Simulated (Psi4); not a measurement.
# One shape, several levels: singlet AlNH3O+

Aim: a comparison of 3 runs (PBE/def2-SVPD, TPSS/def2-SVPD, r2SCAN/def2-SVPD) of singlet AlNH3O+. 

The results are computed with Psi4 1.11.

## (1) The structure to begin with

AlNH3O+ has 6 atoms, charge +1, and is taken as a singlet. As SMILES of the parent species, `[NH2][Al][OH]`. Geometry: relaxed at PBE0-D4/def2-TZVP. This is one conformer, not always the lowest. That shape belongs to the parent species and isn't relaxed for this state.

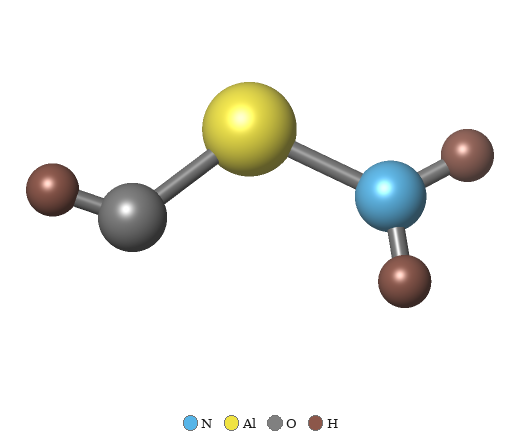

The structure, seen from a chosen angle (nitrogen blue, aluminium yellow, oxygen grey, hydrogen brown).

## (2) A single-point energy at PBE/def2-SVPD (run 1)

job.inp

```
memory 2200 mb

molecule {
  1 1
  N     -0.923900     0.240200    -0.760800
  Al     0.595200     0.601300     0.070700
  O      1.194100    -0.618500     1.101200
  H     -1.434300    -0.623600    -0.657200
  H     -1.394700     0.861600    -1.396800
  H      2.005700    -0.525100     1.596800
  symmetry c1
  no_reorient
  no_com
}

set basis def2-SVPD
set puream true
set e_convergence 1e-09
set d_convergence 1e-08
set scf_type pk
set dft_radial_points 99
set dft_spherical_points 590

E, wfn = energy("pbe", return_wfn=True)
oeprop(wfn, "MULLIKEN_CHARGES", "DIPOLE", "WIBERG_LOWDIN_INDICES", title="PBE")
```

On the command line:

```bash
$ psi4 job.inp job.out -n 1
```

job.out:

```text
[...]
  Running in c1 symmetry.
[...]
  Nuclear repulsion =   93.731213434316217
[...]
  Multiplicity = 1
[...]
  Nalpha       = 15
  Nbeta        = 15
[...]
    Number of basis functions: 91
[...]
   @RKS iter   1:  -372.89883650577309    3.30414e-01   1.31376e-02 ADIIS/DIIS
[...]
   @RKS iter  12:  -373.52420110273823   -4.60432e-12   8.27657e-09 DIIS
[...]
  @RKS Final Energy:  -373.52420110273823
   => Energetics <=
    Nuclear Repulsion Energy =             93.7312134343162171
    One-Electron Energy =                -695.4793703944262688
    Two-Electron Energy =                 262.9441163696956210
    DFT Exchange-Correlation Energy =     -34.7201605123238366
    Empirical Dispersion Energy =           0.0000000000000000
    VV10 Nonlocal Energy =                  0.0000000000000000
    Total Energy =                       -373.5242011027382318
[...]
 Multipole Moments:
 ------------------------------------------------------------------------------------
     Multipole            Electronic (a.u.)      Nuclear  (a.u.)        Total (a.u.)
 ------------------------------------------------------------------------------------
 L = 1.  Multiply by 2.5417464519 to convert [e a0] to [Debye]
 Dipole X            :        -17.5650797           18.8968833            1.3318036
 Dipole Y            :         -6.2853151            8.0562804            1.7709653
 Dipole Z            :         -7.5117547            7.4566703           -0.0550844
 Magnitude           :                                                    2.2165408
[...]
```

Run time: 9.9 s. Hardware: 1 thread of Intel Xeon 6975P-C (Granite Rapids), shared host; peak memory 1.1 GiB.

## (3) Energy and forces at TPSS/def2-SVPD (run 2)

job.inp

```
memory 2200 mb

molecule {
  1 1
  N     -0.923900     0.240200    -0.760800
  Al     0.595200     0.601300     0.070700
  O      1.194100    -0.618500     1.101200
  H     -1.434300    -0.623600    -0.657200
  H     -1.394700     0.861600    -1.396800
  H      2.005700    -0.525100     1.596800
  symmetry c1
  no_reorient
  no_com
}

set {
  basis def2-SVPD
  puream true
  e_convergence 1e-09
  d_convergence 1e-08
  scf_type pk
  dft_radial_points 99
  dft_spherical_points 590
}

gradient('tpss')
```

On the command line:

```bash
$ psi4 -i job.inp -o job.out -n 1
```

job.out:

```text
[...]
  Running in c1 symmetry.
[...]
  Nuclear repulsion =   93.731213434316217
[...]
  Multiplicity = 1
[...]
  Nalpha       = 15
  Nbeta        = 15
[...]
    Number of basis functions: 91
[...]
   @RKS iter   1:  -373.24412453060768    2.70563e-01   1.28337e-02 DIIS/ADIIS
[...]
   @RKS iter  12:  -373.83773329222419   -6.53699e-12   4.38857e-09 DIIS
[...]
    Orbital Energies [Eh]
    ---------------------
    Doubly Occupied:
       1A    -55.939115     2A    -19.132670     3A    -14.315489
       4A     -4.293505     5A     -2.868837     6A     -2.867105
       7A     -2.860149     8A     -1.130963     9A     -0.974283
      10A     -0.688608    11A     -0.645478    12A     -0.598584
      13A     -0.542467    14A     -0.511268    15A     -0.440022
[...]
  @RKS Final Energy:  -373.83773329222419
   => Energetics <=
    Nuclear Repulsion Energy =             93.7312134343162171
    One-Electron Energy =                -695.5745341634639090
    Two-Electron Energy =                 263.0642773709357130
    DFT Exchange-Correlation Energy =     -35.0586899340122642
    Empirical Dispersion Energy =           0.0000000000000000
    VV10 Nonlocal Energy =                  0.0000000000000000
    Total Energy =                       -373.8377332922241862
[...]
  -Total Gradient:
     Atom            X                  Y                   Z
    ------   -----------------  -----------------  -----------------
       1       -0.021620809421    -0.028934121540     0.000439355114
       2        0.030239899858     0.040448611712    -0.000604795415
       3        0.000842009257    -0.024429603959     0.013166132428
       4        0.000876373888     0.013177859262    -0.006209890820
       5        0.006614407054    -0.007148990189     0.008119271138
       6       -0.016912808102     0.006885448310    -0.014883485556
[...]
```

Run time: 26 s. Hardware: 1 thread of Intel Xeon 6975P-C (Granite Rapids), shared host; peak memory 1.3 GiB.

## (4) Energy and gradient at r2SCAN/def2-SVPD (run 3)

input.in

```
memory 2200 mb

molecule mol {
  1 1
  N     -0.923900     0.240200    -0.760800
  Al     0.595200     0.601300     0.070700
  O      1.194100    -0.618500     1.101200
  H     -1.434300    -0.623600    -0.657200
  H     -1.394700     0.861600    -1.396800
  H      2.005700    -0.525100     1.596800
  units angstrom
  symmetry c1
}

set {
  basis def2-SVPD
  puream true
  e_convergence 1e-09
  d_convergence 1e-08
  scf_type pk
  dft_radial_points 99
  dft_spherical_points 590
}

e, wfn = gradient('r2scan', return_wfn=True)
print_variables()
```

On the command line:

```bash
$ psi4 input.in input.out -n 1
```

input.out:

```text
[...]
  Running in c1 symmetry.
[...]
  Nuclear repulsion =   93.731213434316217
[...]
  Multiplicity = 1
[...]
  Nalpha       = 15
  Nbeta        = 15
[...]
    Number of basis functions: 91
[...]
   @RKS iter   1:  -373.17772518650838    1.86369e-01   1.21617e-02 DIIS/ADIIS
[...]
   @RKS iter  12:  -373.70927559958136   -5.68434e-13   1.76804e-09 DIIS
[...]
    Orbital Energies [Eh]
    ---------------------
    Doubly Occupied:
       1A    -56.072805     2A    -19.197171     3A    -14.371085
       4A     -4.379210     5A     -2.921896     6A     -2.920460
       7A     -2.912708     8A     -1.157109     9A     -0.995543
      10A     -0.697244    11A     -0.653513    12A     -0.605953
      13A     -0.551199    14A     -0.520533    15A     -0.447673
[...]
  @RKS Final Energy:  -373.70927559958136
   => Energetics <=
    Nuclear Repulsion Energy =             93.7312134343162171
    One-Electron Energy =                -695.6156883965559246
    Two-Electron Energy =                 263.1138445255499505
    DFT Exchange-Correlation Energy =     -34.9386451628916390
    Empirical Dispersion Energy =           0.0000000000000000
    VV10 Nonlocal Energy =                  0.0000000000000000
    Total Energy =                       -373.7092755995813604
[...]
  -Total Gradient:
     Atom            X                  Y                   Z
    ------   -----------------  -----------------  -----------------
       1       -0.023445786077    -0.030787071388     0.000172815391
       2        0.033511217638     0.047856522656    -0.002234574665
       3       -0.003385055115    -0.030657390164     0.013546602619
       4       -0.000887242827     0.009848858228    -0.005674397446
       5        0.005287943300    -0.004160971474     0.005689098995
       6       -0.011124067072     0.007752849777    -0.011452418828
[...]
```

It took 23 s on 1 thread of Intel Xeon 6975P-C (Granite Rapids), shared host; peak memory 1.3 GiB.

## (5) The series

| run | level | task | energy (Eh) | HOMO energy (eV) | LUMO energy (eV) | HOMO–LUMO gap (eV) | wall time |
| --- | --- | --- | --- | --- | --- | --- | --- |
| 1 | PBE/def2-SVPD | energy | -373.524201 | -11.96 | -10.84 | 1.12 | 9.9 s |
| 2 | TPSS/def2-SVPD | gradient | -373.837733 | -11.97 | -10.59 | 1.39 | 26 s |
| 3 | r2SCAN/def2-SVPD | gradient | -373.709276 | -12.18 | -10.49 | 1.69 | 23 s |

## (6) Summary of results

| quantity | value |
| --- | --- |
| run 3: total energy | -373.70928 Eh |
| run 3: HOMO energy | -12.18 eV |
| run 3: LUMO energy | -10.49 eV |
| run 3: HOMO–LUMO gap | 1.69 eV |
| run 3: largest force on an atom | 3.006 eV/Å |

In words: The HOMO–LUMO gap runs from 1.12 eV (PBE/def2-SVPD) to 1.69 eV (r2SCAN/def2-SVPD). Totals of different functionals can't be ranked against each other. All runs together took 59 s, the longest 26 s.
